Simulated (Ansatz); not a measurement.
```yaml
atoms:
  - { symbol: O, position_ang: [-1.5133, -0.5610, -0.0992] }
  - { symbol: C, position_ang: [-0.3707, -0.2302, 0.0950] }
  - { symbol: Si, position_ang: [0.4950, 0.3946, 1.6588] }
  - { symbol: Cl, position_ang: [-0.7080, 1.0028, 3.2068] }
  - { symbol: Sb, position_ang: [0.9490, -0.4636, -1.7732] }
  - { symbol: O, position_ang: [-0.7143, -1.1715, -2.5615] }
  - { symbol: H, position_ang: [1.3606, 1.5215, 1.1674] }
  - { symbol: H, position_ang: [1.3479, -0.7717, 2.0777] }
  - { symbol: H, position_ang: [0.6283, 1.2558, -1.9286] }
  - { symbol: H, position_ang: [-1.3914, -1.0280, -1.8402] }
```

Core potentials replace the inner electrons of Sb.

All numbers below come from RKS LDA/def2-SVP in Ansatz.

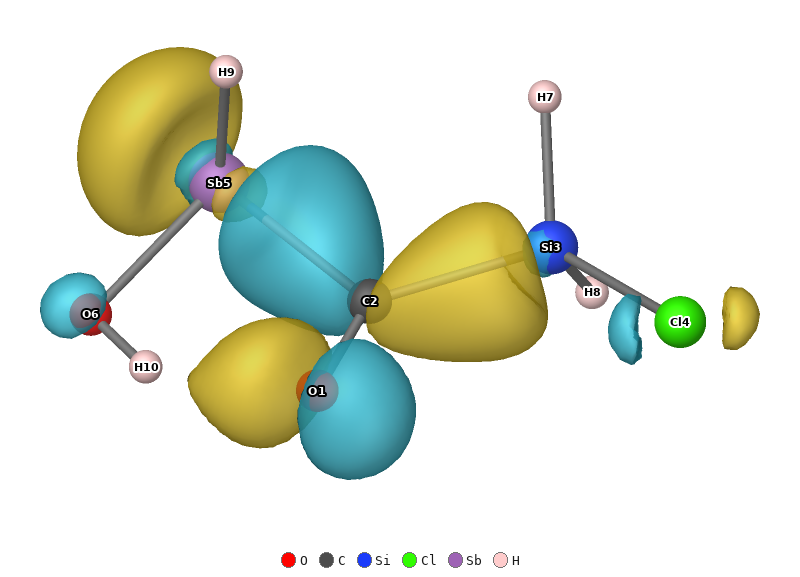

CH₄ClO₂SbSi. One frontier orbital at ±0.15 Å⁻³ᐟ² (yellow and cyan are the two phases), seen at a tilt.

Q: Which orbital is it: HOMO or LUMO?

A: The HOMO, at −5.88 eV. By Hirshfeld shares it lies mainly on Sb5 (about 30 %), O1 (about 30 %), C2 (about 20 %) and Si3 (about 10 %).
